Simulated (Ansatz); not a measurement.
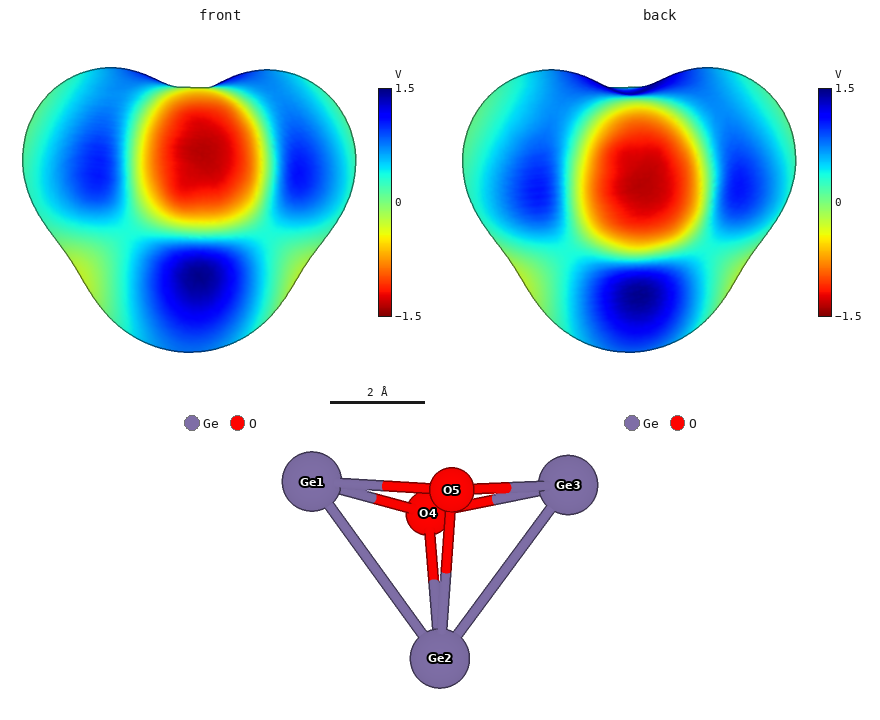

*Ge₃O₂. The electrostatic potential painted on the density surface at 0.002 e/bohr³, seen from the front and from behind; red is negative and blue positive. The bare structure is drawn below in the same view.*

Geometry: B3LYP-D4/def2-SVP.

Level of theory: RKS PBE0-D4/def2-TZVP (Ansatz 0.2.0).

Input file:

```
crystal:
  periodic: [false, false, false]
  atoms:
    - {symbol: Ge, position_ang: [1.452440, 0.276146, 0.547348]}
    - {symbol: Ge, position_ang: [-0.170747, 0.768453, -1.338063]}
    - {symbol: Ge, position_ang: [-1.343555, -0.766004, 0.305561]}
    - {symbol: O, position_ang: [0.436339, -1.088666, -0.353941]}
    - {symbol: O, position_ang: [-0.374478, 0.810081, 0.839085]}
basis:
  gaussian: {orbitals: def2-TZVP, initial_orbitals: start.molden}
hamiltonian: {xc: pbe0, dispersion: d4}
scf: {omitted_lower_state_checks: [starts]}
output: {orbitals: {seedname: orbitals}}
```

Run with:

```sh
ansatz run in.yaml --threads 4 --pin off --events-out ev --progress --plain --max-ram 4787MiB
```

Question: Where is the surface potential most negative and most positive?

Answer: The most negative region (about −1.3 V) lies over O4 and O5, the most positive (about +1.4 V) over Ge2 and Ge3.
